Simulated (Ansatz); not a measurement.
**BrH5Si3 (SMILES Br[SiH]1[SiH2][SiH2]1): density, localisation and related maps**

```xyz
9

Br   -0.7207   -1.2561   -3.6506
Si   -1.0301   -1.1685   -1.4439
Si   -3.1519   -1.6722   -0.6184
Si   -2.3649    0.5453   -0.5962
H     0.1896   -1.6087   -0.7096
H    -3.2729   -2.4200    0.6668
H    -4.2214   -1.9962   -1.6046
H    -1.9957    1.1791    0.7028
H    -2.9846    1.4884   -1.5699
```

Geometry: PBE0-D3(BJ)/def2-SVP.

The calculation used isolated molecule in a Gaussian basis; Kohn-Sham density functional theory, functional PBE0 in Ansatz 0.2.0.

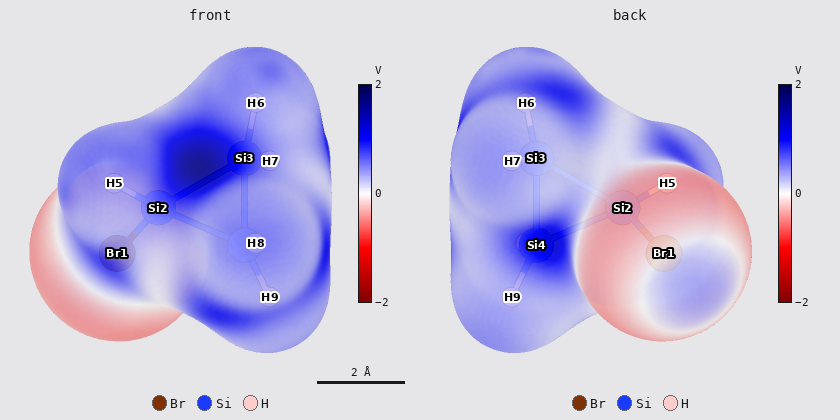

Figure 1. The molecular electrostatic potential painted on the density surface at 0.002 e/bohr³, seen from the front and from behind; red is negative and blue positive.

Which sites attract a positive test charge, and which a negative one?

Answer. A positive charge is drawn to the negative regions and a negative charge to the positive ones. The most negative region (about −0.4 V) lies over Br1, the most positive (about +1.5 V) over Si2, Si3 and Si4. Br1 shows a σ-hole: about +0.4 V at the tip opposite its bond, against about −0.3 V on its flanks.

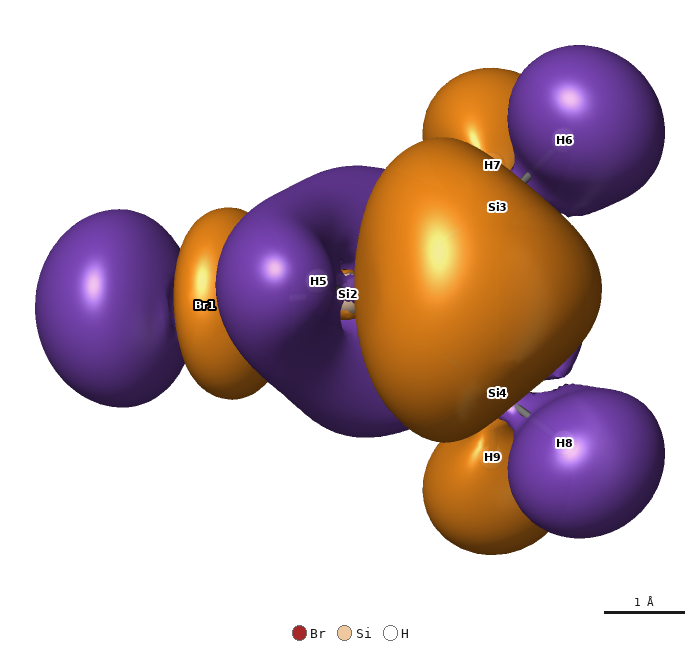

Figure 2. The LUMO at ±0.05 Å⁻³ᐟ² (orange and purple are the two phases), seen at a tilt.

Where does this orbital lie, and at what energy?

Answer. By Hirshfeld shares it lies mainly on Si2 (about 30 %), Si3 (about 20 %), Si4 (about 20 %) and Br1 (about 15 %). Its energy is −1.81 eV.

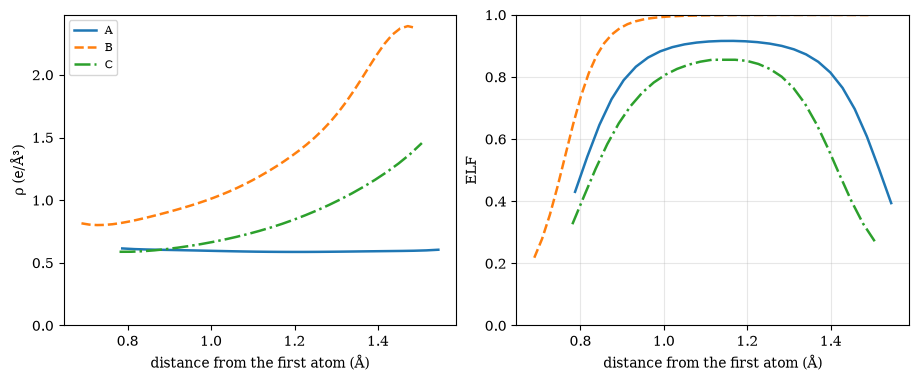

Figure 3. Total electron density and electron localisation function along straight lines between neighbouring atoms. The curves leave out the atomic cores.

Which curve belongs to which contact (Si–Br, Si–H and Si–Si)? The first atom named is at distance zero.

Answer. Curve A: Si–Si (2.33 Å): ρ at the midpoint is about 0.59 e/Å³; the ELF peaks at about 0.90 between the atoms (localised, covalent bonding). Curve B: Si–H (1.49 Å): ρ is about 0.8 e/Å³ halfway; the ELF climbs to about 1 towards the hydrogen, as it does in any bond to H. Curve C: Si–Br (2.23 Å): ρ at the midpoint is about 0.75 e/Å³; the ELF peaks at about 0.85 between the atoms, as expected for a polar covalent bond.

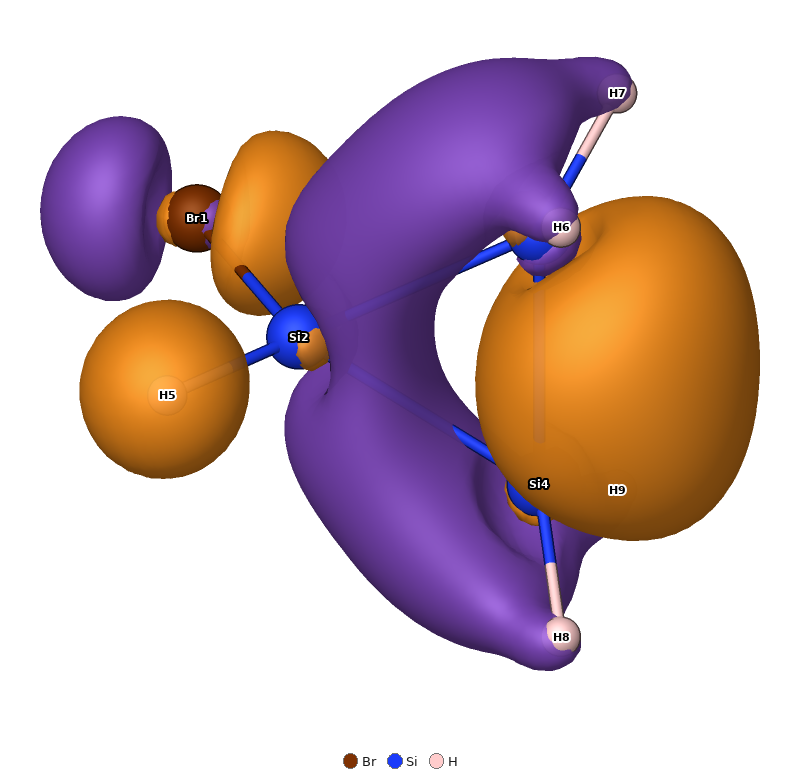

Figure 4. The HOMO−1 at ±0.1 Å⁻³ᐟ² (orange and purple are the two phases), seen at a tilt.

Where does this orbital lie, and at what energy?

Answer. Its weight (Hirshfeld) is mainly on Si4 (about 35 %), Si3 (about 35 %), Si2 (about 15 %) and Br1 (about 10 %). Its energy is −7.11 eV.
